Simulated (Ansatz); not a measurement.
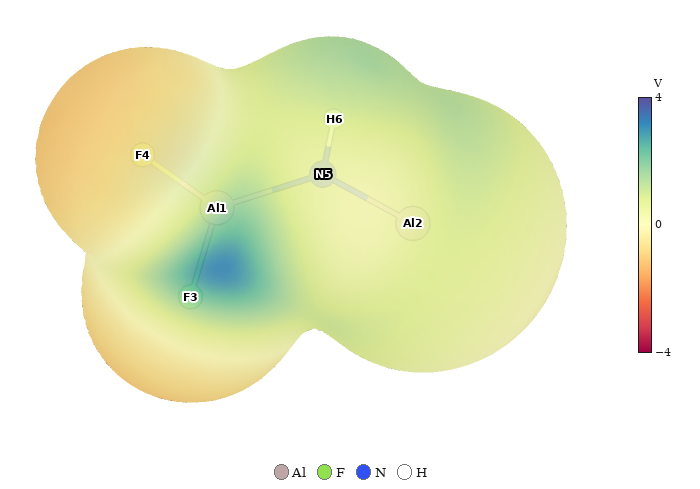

The picture shows: Al2F2HN (SMILES [F][Al]([F])[NH][Al]). The electrostatic potential painted on the density surface at 0.001 e/bohr³, seen at a tilt; red is negative and blue positive.

Geometry: PBE0-D3(BJ)/def2-SVP.

All numbers below come from isolated molecule in a Gaussian basis; Kohn-Sham density functional theory, functional PBE0 (Ansatz 0.2.0).

The calculation's input:

```
crystal:
  periodic: [false, false, false]
  atoms:
    - {symbol: Al, position_ang: [-1.613353, -0.418602, -0.226496]}
    - {symbol: Al, position_ang: [-3.233489, -3.144034, -0.966125]}
    - {symbol: F, position_ang: [-1.516950, -0.803909, 1.381224]}
    - {symbol: F, position_ang: [-0.933778, 1.006036, -0.724316]}
    - {symbol: "N", position_ang: [-2.432411, -1.542673, -1.320951]}
    - {symbol: H, position_ang: [-2.446380, -1.230320, -2.295922]}
basis:
  gaussian:
    orbitals: def2-TZVPD
hamiltonian:
  xc: pbe0
output:
  forces: true
  orbitals: {seedname: orbitals}
```

Command:

```sh
ansatz run input.yaml --threads 1 --pin off --max-ram 2610MiB --events-out events.jsonl --progress --plain --runs-dir runs
```

**Describe the electrostatic potential map.**

The most negative region (about −1.1 V, or −25 kcal/mol for a unit charge) lies over F3 and F4, the most positive (about +3.0 V, or +69 kcal/mol for a unit charge) over Al1.
